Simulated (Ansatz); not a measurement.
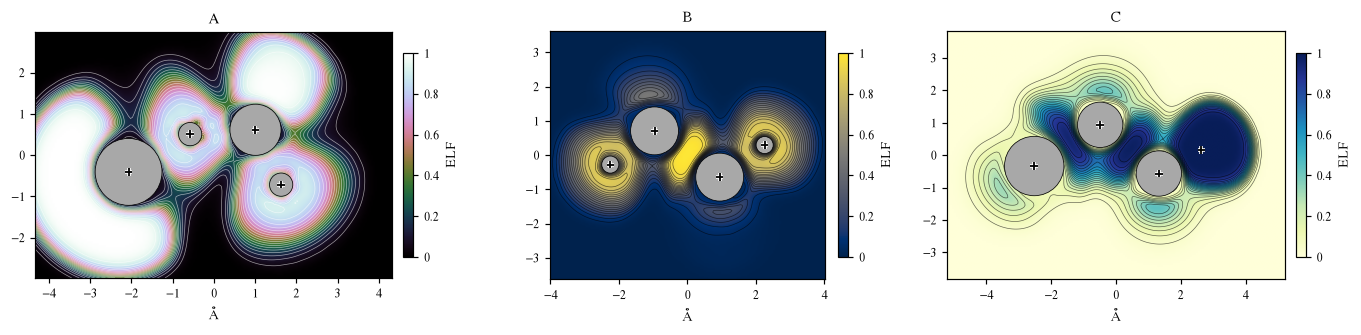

The electron localisation function of 3 systems, each on a plane through atoms (crosses mark nuclei in the plane; grey discs cover the cores).

All numbers below come from isolated molecule in a Gaussian basis; Kohn-Sham density functional theory, functional PBE0 (Ansatz 0.2.0).

System 1: ClF3H2Si2 (SMILES F[SiH2][Si](F)(F)Cl), the plane of atoms F4, Si6 and Si5. Geometry: PBE0-D3(BJ)/def2-SVP.

```yaml
atoms:
  - { symbol: Cl, position_ang: [2.2060, -1.0485, 2.5428] }
  - { symbol: F, position_ang: [1.5351, -0.0208, -1.2168] }
  - { symbol: F, position_ang: [-0.4388, 0.1934, 2.0165] }
  - { symbol: F, position_ang: [-0.4163, -2.3879, 2.1344] }
  - { symbol: Si, position_ang: [0.6364, -1.2836, -0.7253] }
  - { symbol: Si, position_ang: [0.4032, -1.1108, 1.5891] }
  - { symbol: H, position_ang: [-0.6910, -1.2296, -1.3961] }
  - { symbol: H, position_ang: [1.3490, -2.5473, -1.0570] }
```

System 2: GaH7Si2 (SMILES [SiH3][SiH2][GaH2]), the plane of atoms Ga1, Si3 and Si2. Geometry: r2SCAN-D4/def2-SVP.

```xyz
10

Ga    0.2999   -1.5774    1.6174
Si   -1.7493    0.2273   -1.0988
Si   -0.3742   -1.6358   -0.6840
H    -1.0023    1.4892   -0.8038
H    -2.9530    0.1815   -0.2117
H    -2.2067    0.2655   -2.5217
H    -1.1646   -2.8640   -1.0207
H     0.7899   -1.5566   -1.6250
H    -0.5796   -2.2555    2.7239
H     1.5877   -0.7952    2.0506
```

System 3: AlO2P, the molecular plane. Geometry: PBE0-D4/def2-TZVP.

```xyz
4

Al    3.7617    0.7630    1.5080
O     0.2432    1.1396    0.3895
O     2.6968    0.6146    0.1261
P     1.2718    0.7088   -0.5663
```

**Match each panel to its system.**

Panel A is system 3, AlO2P: the plane holds Al, O and P. P–O (1.47 Å): the ELF peaks at about 0.85 between the atoms; a short, strongly polar bond. Panel B is system 1, ClF3H2Si2: the plane holds F and Si. Si–F (1.63 Å): the ELF peaks at about 0.85 in the valence shell of F, 0.6 Å from its nucleus, and is about 0.50 at the midpoint. Panel C is system 2, GaH7Si2: the plane holds Ga, Si and H. Si–Si (2.35 Å): the ELF peaks at about 1 between the atoms: localised, covalent bonding.
